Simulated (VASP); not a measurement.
# MnO2 (Pyrolusite) with r2SCAN + rVV10: from relaxation to properties, part 5 of 16

What structure does MnO2 (Pyrolusite) take at this level, and what are its properties? The start is a cell from a database of measured crystal structures.

VASP 6.6.1, plane waves and PAW; the level of theory is named at each step.

So far, gap on the k-mesh (eV): step 2 (magnetic order: ferromagnetic) 0.127; step 3 (magnetic order: antiferromagnetic within the cell) 0.376.

## 4. Magnetic order: antiferromagnetic, q = (0, 0, 1/2) (continued)

Level of this step: r2SCAN with rVV10, spin-polarised from an antiferromagnetic start; plane waves and PAW (Mn_pv, O) (VASP).

Force by atom:

```csv
atom,x (eV/Å),y (eV/Å),z (eV/Å),size
Mn1,0.0000,0.0000,-0.0778,0.0778
Mn2,0.0000,0.0000,-0.0778,0.0778
Mn3,0.0000,0.0000,0.0778,0.0778
Mn4,0.0000,0.0000,0.0778,0.0778
O5,0.0328,0.0328,-0.0581,0.0743
O6,0.0328,0.0328,-0.0581,0.0743
O7,-0.0328,0.0328,0.0581,0.0743
O8,-0.0328,0.0328,0.0581,0.0743
O9,-0.0328,-0.0328,-0.0581,0.0743
O10,-0.0328,-0.0328,-0.0581,0.0743
O11,0.0328,-0.0328,0.0581,0.0743
O12,0.0328,-0.0328,0.0581,0.0743
```

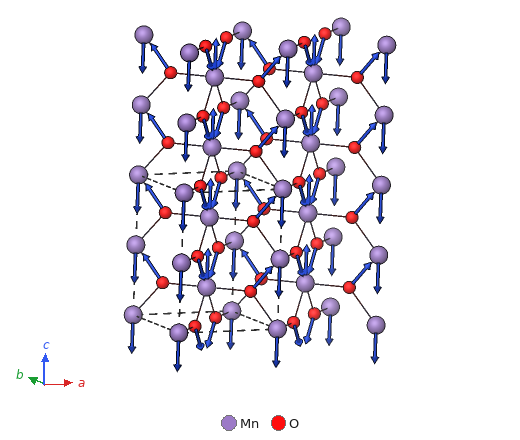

Force as arrows, the longest 0.0778 eV/Å. 2×1×2 cells are drawn. Some periodic images of atoms are drawn too.

The energy lies -15.5 meV an atom from the first pattern. The run ends antiferromagnetic with a largest moment of 2.70 μB, and the mesh shows a gap of 1.04 eV.

## 5. Magnetic order: antiferromagnetic, q = (1/2, 1/2, 1/2)

Next, a pattern with opposite moments, which needs a doubled cell; q is given in the reciprocal vectors of the primitive cell.

INCAR

```
SYSTEM = MnO2
PREC = Accurate
ENCUT = 520
EDIFF = 1E-06
NELM = 100
ISMEAR = 0
SIGMA = 0.05
LREAL = .FALSE.
ALGO = Normal
METAGGA = R2SCAN
LUSE_VDW = .TRUE.
IVDW_NL = 2
BPARAM = 11.95
CPARAM = 0.0093
LASPH = .TRUE.
NBANDS = 68
ISPIN = 2
MAGMOM = 4 -4 4 -4 0 0 0 0 0 0 0 0
LMAXMIX = 4
LORBIT = 11
LWAVE = .FALSE.
LCHARG = .FALSE.
KPAR = 8
ISIF = 2
```

POSCAR

```
MnO2
1.0
   -4.3983000000      0.0000000000     -2.8730000000
    0.0000000000     -4.3983000000      2.8730000000
   -4.3983000000      0.0000000000      2.8730000000
Mn O
4 8
Direct
    0.0000000000      0.0000000000      0.0000000000
    0.5000000000      0.0000000000      0.5000000000
    0.2500000000      0.5000000000      0.2500000000
    0.7500000000      0.5000000000      0.7500000000
    0.6948500000      0.6948500000      0.0000000000
    0.1948500000      0.6948500000      0.5000000000
    0.2500000000      0.1948500000      0.5551500000
    0.7500000000      0.1948500000      0.0551500000
    0.3051500000      0.3051500000      0.0000000000
    0.8051500000      0.3051500000      0.5000000000
    0.2500000000      0.8051500000      0.9448500000
    0.7500000000      0.8051500000      0.4448500000
```

KPOINTS

```
Automatic mesh
0
Gamma
5 5 5
0 0 0
```

Potentials, in the order of the species: Mn_pv and O (PBE family, release 64).

The run is started by

```sh
> mpirun -np 8 vasp_std
```

Output:

```text
[... set-up lines as in an earlier step ...]
 entering main loop
       N       E                     dE             d eps       ncg     rms          rms(c)
Total rVV10 correction in eV:      2.4339639   101.4595388
Total rVV10 correction in eV:      2.4339639   101.4595388
Total rVV10 correction in eV:      2.4339639   101.4595388
Total rVV10 correction in eV:      2.4339639   101.4595388
Total rVV10 correction in eV:      2.4339639   101.4595388
Total rVV10 correction in eV:      2.4339639   101.4595388
Total rVV10 correction in eV:      2.4339639   101.4595388
Total rVV10 correction in eV:      2.4339639   101.4595388
DAV:   1     0.141555159583E+04    0.14156E+04   -0.54016E+04  4992   0.183E+03
DAV:   2     0.551593208330E+01   -0.14100E+04   -0.12862E+04  5088   0.557E+02
DAV:   3    -0.178820518880E+03   -0.18434E+03   -0.17565E+03  5220   0.209E+02
DAV:   4    -0.186645252887E+03   -0.78247E+01   -0.77703E+01  5332   0.416E+01
DAV:   5    -0.186743531974E+03   -0.98279E-01   -0.98142E-01  5428   0.522E+00    0.658E+01
Total rVV10 correction in eV:      2.5019223   101.4595405
Total rVV10 correction in eV:      2.5019223   101.4595405
Total rVV10 correction in eV:      2.5019223   101.4595405
Total rVV10 correction in eV:      2.5019223   101.4595405
Total rVV10 correction in eV:      2.5019223   101.4595405
Total rVV10 correction in eV:      2.5019223   101.4595405
Total rVV10 correction in eV:      2.5019223   101.4595405
Total rVV10 correction in eV:      2.5019223   101.4595405
DAV:   6    -0.135749535875E+03    0.50994E+02   -0.14702E+02  5812   0.108E+02    0.582E+01
Total rVV10 correction in eV:      2.5182642   101.4595432
Total rVV10 correction in eV:      2.5182642   101.4595432
Total rVV10 correction in eV:      2.5182642   101.4595432
Total rVV10 correction in eV:      2.5182642   101.4595432
Total rVV10 correction in eV:      2.5182642   101.4595432
Total rVV10 correction in eV:      2.5182642   101.4595432
Total rVV10 correction in eV:      2.5182642   101.4595432
Total rVV10 correction in eV:      2.5182642   101.4595432
DAV:   7    -0.131547179871E+03    0.42024E+01   -0.88382E+01  4984   0.947E+01    0.278E+01
Total rVV10 correction in eV:      2.5353535   101.4595410
Total rVV10 correction in eV:      2.5353535   101.4595410
Total rVV10 correction in eV:      2.5353535   101.4595410
Total rVV10 correction in eV:      2.5353535   101.4595410
Total rVV10 correction in eV:      2.5353535   101.4595410
Total rVV10 correction in eV:      2.5353535   101.4595410
Total rVV10 correction in eV:      2.5353535   101.4595410
Total rVV10 correction in eV:      2.5353535   101.4595410
DAV:   8    -0.128530293396E+03    0.30169E+01   -0.91287E+00  5312   0.234E+01    0.123E+01
Total rVV10 correction in eV:      2.5645088   101.4595412
Total rVV10 correction in eV:      2.5645088   101.4595412
Total rVV10 correction in eV:      2.5645088   101.4595412
Total rVV10 correction in eV:      2.5645088   101.4595412
Total rVV10 correction in eV:      2.5645088   101.4595412
Total rVV10 correction in eV:      2.5645088   101.4595412
Total rVV10 correction in eV:      2.5645088   101.4595412
Total rVV10 correction in eV:      2.5645088   101.4595412
DAV:   9    -0.128343575032E+03    0.18672E+00   -0.23033E+00  6324   0.154E+01    0.595E+00
Total rVV10 correction in eV:      2.5712847   101.4595415
Total rVV10 correction in eV:      2.5712847   101.4595415
Total rVV10 correction in eV:      2.5712847   101.4595415
Total rVV10 correction in eV:      2.5712847   101.4595415
Total rVV10 correction in eV:      2.5712847   101.4595415
Total rVV10 correction in eV:      2.5712847   101.4595415
Total rVV10 correction in eV:      2.5712847   101.4595415
Total rVV10 correction in eV:      2.5712847   101.4595415
DAV:  10    -0.128430887907E+03   -0.87313E-01   -0.74216E-01  5184   0.475E+00    0.290E+00
Total rVV10 correction in eV:      2.5702932   101.4595415
Total rVV10 correction in eV:      2.5702932   101.4595415
Total rVV10 correction in eV:      2.5702932   101.4595415
Total rVV10 correction in eV:      2.5702932   101.4595415
Total rVV10 correction in eV:      2.5702932   101.4595415
Total rVV10 correction in eV:      2.5702932   101.4595415
Total rVV10 correction in eV:      2.5702932   101.4595415
Total rVV10 correction in eV:      2.5702932   101.4595415
DAV:  11    -0.128406053818E+03    0.24834E-01   -0.63426E-02  5360   0.156E+00    0.127E+00
Total rVV10 correction in eV:      2.5702006   101.4595415
Total rVV10 correction in eV:      2.5702006   101.4595415
Total rVV10 correction in eV:      2.5702006   101.4595415
Total rVV10 correction in eV:      2.5702006   101.4595415
Total rVV10 correction in eV:      2.5702006   101.4595415
Total rVV10 correction in eV:      2.5702006   101.4595415
Total rVV10 correction in eV:      2.5702006   101.4595415
Total rVV10 correction in eV:      2.5702006   101.4595415
DAV:  12    -0.128406526996E+03   -0.47318E-03   -0.11830E-02  5172   0.522E-01    0.508E-01
Total rVV10 correction in eV:      2.5700570   101.4595415
Total rVV10 correction in eV:      2.5700570   101.4595415
Total rVV10 correction in eV:      2.5700570   101.4595415
Total rVV10 correction in eV:      2.5700570   101.4595415
Total rVV10 correction in eV:      2.5700570   101.4595415
Total rVV10 correction in eV:      2.5700570   101.4595415
Total rVV10 correction in eV:      2.5700570   101.4595415
Total rVV10 correction in eV:      2.5700570   101.4595415
DAV:  13    -0.128404841667E+03    0.16853E-02   -0.17307E-03  6060   0.668E-01    0.193E-01
Total rVV10 correction in eV:      2.5709024   101.4595414
Total rVV10 correction in eV:      2.5709024   101.4595414
Total rVV10 correction in eV:      2.5709024   101.4595414
Total rVV10 correction in eV:      2.5709024   101.4595414
Total rVV10 correction in eV:      2.5709024   101.4595414
Total rVV10 correction in eV:      2.5709024   101.4595414
Total rVV10 correction in eV:      2.5709024   101.4595414
Total rVV10 correction in eV:      2.5709024   101.4595414
DAV:  14    -0.128404863679E+03   -0.22013E-04   -0.67255E-04  5172   0.165E-01    0.123E-01
Total rVV10 correction in eV:      2.5708667   101.4595414
Total rVV10 correction in eV:      2.5708667   101.4595414
Total rVV10 correction in eV:      2.5708667   101.4595414
Total rVV10 correction in eV:      2.5708667   101.4595414
Total rVV10 correction in eV:      2.5708667   101.4595414
Total rVV10 correction in eV:      2.5708667   101.4595414
Total rVV10 correction in eV:      2.5708667   101.4595414
Total rVV10 correction in eV:      2.5708667   101.4595414
DAV:  15    -0.128404902537E+03   -0.38857E-04   -0.77693E-05  5160   0.104E-01    0.374E-02
Total rVV10 correction in eV:      2.5707228   101.4595414
Total rVV10 correction in eV:      2.5707228   101.4595414
Total rVV10 correction in eV:      2.5707228   101.4595414
Total rVV10 correction in eV:      2.5707228   101.4595414
Total rVV10 correction in eV:      2.5707228   101.4595414
Total rVV10 correction in eV:      2.5707228   101.4595414
Total rVV10 correction in eV:      2.5707228   101.4595414
Total rVV10 correction in eV:      2.5707228   101.4595414
DAV:  16    -0.128404939270E+03   -0.36734E-04   -0.31381E-05  5200   0.372E-02    0.170E-02
Total rVV10 correction in eV:      2.5706951   101.4595414
Total rVV10 correction in eV:      2.5706951   101.4595414
Total rVV10 correction in eV:      2.5706951   101.4595414
Total rVV10 correction in eV:      2.5706951   101.4595414
Total rVV10 correction in eV:      2.5706951   101.4595414
Total rVV10 correction in eV:      2.5706951   101.4595414
Total rVV10 correction in eV:      2.5706951   101.4595414
Total rVV10 correction in eV:      2.5706951   101.4595414
DAV:  17    -0.128404918245E+03    0.21025E-04   -0.10938E-05  4564   0.270E-02    0.967E-03
Total rVV10 correction in eV:      2.5706933   101.4595414
Total rVV10 correction in eV:      2.5706933   101.4595414
Total rVV10 correction in eV:      2.5706933   101.4595414
Total rVV10 correction in eV:      2.5706933   101.4595414
Total rVV10 correction in eV:      2.5706933   101.4595414
Total rVV10 correction in eV:      2.5706933   101.4595414
Total rVV10 correction in eV:      2.5706933   101.4595414
Total rVV10 correction in eV:      2.5706933   101.4595414
DAV:  18    -0.128404915046E+03    0.31993E-05   -0.62621E-07  2784   0.906E-03    0.304E-03
Total rVV10 correction in eV:      2.5706836   101.4595414
Total rVV10 correction in eV:      2.5706836   101.4595414
Total rVV10 correction in eV:      2.5706836   101.4595414
Total rVV10 correction in eV:      2.5706836   101.4595414
Total rVV10 correction in eV:      2.5706836   101.4595414
Total rVV10 correction in eV:      2.5706836   101.4595414
Total rVV10 correction in eV:      2.5706836   101.4595414
Total rVV10 correction in eV:      2.5706836   101.4595414
DAV:  19    -0.128404913366E+03    0.16799E-05   -0.31622E-07  2784   0.359E-03    0.169E-03
Total rVV10 correction in eV:      2.5706813   101.4595414
Total rVV10 correction in eV:      2.5706813   101.4595414
Total rVV10 correction in eV:      2.5706813   101.4595414
Total rVV10 correction in eV:      2.5706813   101.4595414
Total rVV10 correction in eV:      2.5706813   101.4595414
Total rVV10 correction in eV:      2.5706813   101.4595414
Total rVV10 correction in eV:      2.5706813   101.4595414
Total rVV10 correction in eV:      2.5706813   101.4595414
DAV:  20    -0.128404915010E+03   -0.16444E-05   -0.14498E-07  2784   0.248E-03    0.103E-03
Total rVV10 correction in eV:      2.5706779   101.4595414
Total rVV10 correction in eV:      2.5706779   101.4595414
Total rVV10 correction in eV:      2.5706779   101.4595414
Total rVV10 correction in eV:      2.5706779   101.4595414
Total rVV10 correction in eV:      2.5706779   101.4595414
Total rVV10 correction in eV:      2.5706779   101.4595414
Total rVV10 correction in eV:      2.5706779   101.4595414
Total rVV10 correction in eV:      2.5706779   101.4595414
DAV:  21    -0.128404915756E+03   -0.74573E-06   -0.81329E-09  2780   0.903E-04
Total rVV10 correction in eV:      2.5706739   101.4595414
Total rVV10 correction in eV:      2.5706739   101.4595414
Total rVV10 correction in eV:      2.5706739   101.4595414
Total rVV10 correction in eV:      2.5706739   101.4595414
Total rVV10 correction in eV:      2.5706739   101.4595414
Total rVV10 correction in eV:      2.5706739   101.4595414
Total rVV10 correction in eV:      2.5706739   101.4595414
Total rVV10 correction in eV:      2.5706739   101.4595414
Total rVV10 correction in eV:      2.5706755   101.4595414
Total rVV10 correction in eV:      2.5706755   101.4595414
Total rVV10 correction in eV:      2.5706755   101.4595414
Total rVV10 correction in eV:      2.5706755   101.4595414
Total rVV10 correction in eV:      2.5706755   101.4595414
Total rVV10 correction in eV:      2.5706755   101.4595414
Total rVV10 correction in eV:      2.5706755   101.4595414
Total rVV10 correction in eV:      2.5706755   101.4595414
   1 F= -.12840492E+03 E0= -.12840492E+03  d E =-.300140E-32  mag=    -0.0000
```

It took 4.1 min on 8 MPI ranks of Intel Xeon Platinum 8488C (Sapphire Rapids), shared host; peak memory 5.4 GiB.

Parts of OUTCAR (step 5):

```text
   ENCUT  =  520.0 eV  38.22 Ry    6.18 a.u.   9.77  9.77  9.77*2*pi/ulx,y,z

   NELECT =     100.0000    total number of electrons

 E-fermi :   4.9980

 spin component 1
 k-point     1 :       0.0000    0.0000    0.0000
  band No.  band energies     occupation
    ...
     46       3.7258      1.00000
     47       3.9542      1.00000
     48       3.9542      1.00000
     49       4.0550      1.00000
     50       4.5903      1.00000
     51       5.7290      0.00000
     52       5.9862      0.00000
     53       6.5463      0.00000
     54       6.6099      0.00000
     55       6.6285      0.00000
    ...

 k-point     2 :       0.2000   -0.0000   -0.0000
  band No.  band energies     occupation
    ...
     46       3.5274      1.00000
     47       3.7992      1.00000
     48       3.9684      1.00000
     49       4.1876      1.00000
     50       4.4116      1.00000
     51       5.9402      0.00000
     52       6.1679      0.00000
     53       6.4617      0.00000
     54       6.6963      0.00000
     55       6.7601      0.00000
    ...

  Total       -2.1479662     -2.1479662     -2.6906732      0.0000000      0.0000000      0.0000000
  in kB      -30.9601249    -30.9601249    -38.7825369      0.0000000      0.0000000      0.0000000
  external PRESSURE =     -33.5675956 kB  Pullay stress =       0.0000000 kB

 POSITION                                       TOTAL-FORCE (eV/Angst)
 -----------------------------------------------------------------------------------
      0.00000      0.00000      0.00000         0.000000     -0.000000      0.288105
     -4.39830      0.00000      0.00000         0.000000      0.000000      0.288105
     -2.19915     -2.19915      1.43650        -0.000000      0.000000      0.288105
     -6.59745     -2.19915      1.43650        -0.000000      0.000000      0.288105
     -3.05616     -3.05616      0.00000         0.032076      0.032076     -0.144052
     -3.05616     -3.05616      2.87300         0.032076      0.032076     -0.144052
     -3.54129     -0.85701      1.43650        -0.032076      0.032076     -0.144052
     -3.54129     -0.85701     -1.43650        -0.032076      0.032076     -0.144052
     -1.34214     -1.34214      0.00000        -0.032076     -0.032076     -0.144052
     -5.74044     -1.34214      0.00000        -0.032076     -0.032076     -0.144052
     -5.25531     -3.54129      4.30950         0.032076     -0.032076     -0.144052
     -5.25531     -3.54129      1.43650         0.032076     -0.032076     -0.144052
 -----------------------------------------------------------------------------------
    total drift:                               -0.000000      0.000002     -0.000808

  FREE ENERGIE OF THE ION-ELECTRON SYSTEM (eV)
  ---------------------------------------------------
  free  energy   TOTEN  =      -128.4049157559 eV

  energy  without entropy=     -128.4049157559  energy(sigma->0) =     -128.40491576

 magnetization (x)
# of ion       s       p       d       tot
------------------------------------------
    1        0.006   0.021   2.680   2.707
    2       -0.006  -0.021  -2.680  -2.707
    3        0.006   0.021   2.680   2.707
    4       -0.006  -0.021  -2.680  -2.707
    5       -0.001   0.000   0.000  -0.000
    6        0.001  -0.000   0.000   0.000
    7       -0.001   0.000   0.000  -0.000
    8        0.001  -0.000   0.000   0.000
    9       -0.001   0.000   0.000  -0.000
   10        0.001  -0.000   0.000   0.000
   11       -0.001   0.000   0.000  -0.000
   12        0.001  -0.000   0.000   0.000
--------------------------------------------------
tot          0.000   0.000   0.000   0.000

[... 3 parts as in an earlier step ...]

[... 13 further parts left out ...]
```

This step gave:

- free energy (TOTEN): -128.4049 eV
- Fermi energy: 4.998 eV
- pressure: -3.357 GPa
- conduction bottom at k: -0.4, 0.4, 0.4
- gap on the k-mesh: 1.011 eV
- least direct gap on the k-mesh: 1.139 eV

Force by atom:

```csv
atom,x (eV/Å),y (eV/Å),z (eV/Å),size
Mn1,0.000,0.000,0.288,0.288
Mn2,0.000,0.000,0.288,0.288
Mn3,0.000,0.000,0.288,0.288
Mn4,0.000,0.000,0.288,0.288
O5,0.032,0.032,-0.144,0.151
O6,0.032,0.032,-0.144,0.151
O7,-0.032,0.032,-0.144,0.151
O8,-0.032,0.032,-0.144,0.151
O9,-0.032,-0.032,-0.144,0.151
O10,-0.032,-0.032,-0.144,0.151
O11,0.032,-0.032,-0.144,0.151
O12,0.032,-0.032,-0.144,0.151
```

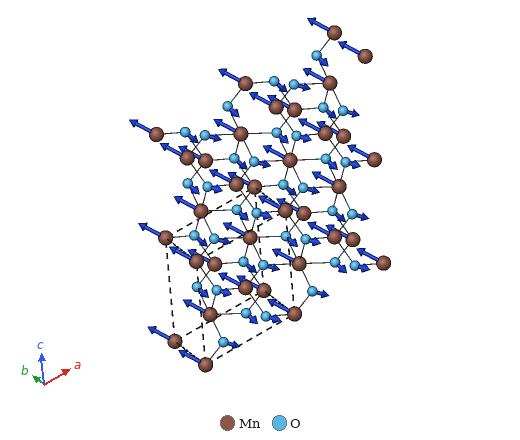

Force as arrows, the longest 0.288 eV/Å. Bonds to atoms that aren't drawn are left out. 2×1×2 cells are drawn. Some periodic images of atoms are drawn too.

The energy lies -14.5 meV an atom from the first pattern. The run ends antiferromagnetic with a largest moment of 2.71 μB, and the mesh shows a gap of 1.01 eV.

[end of part 5 of 16]

[Lines on the potential files, build, host, timing and source positions are cut from VASP's logs without a mark.]

[Logs are printed without paths, hosts, clocks, repeated set-up lines and the standing remarks that a program may print on its own settings, such as how far it seeks lower states.]

[Hosts, paths, dates, database ids (printed as entryN), source tags and the programs' standing remarks are cut or masked in the printed files.]

[A measured line is paired with the nearest computed mode of its activity, which favours agreement.]

[In band tables of VASP the shares of atoms and orbitals are scaled to a sum of 1 inside the atoms' spheres.]
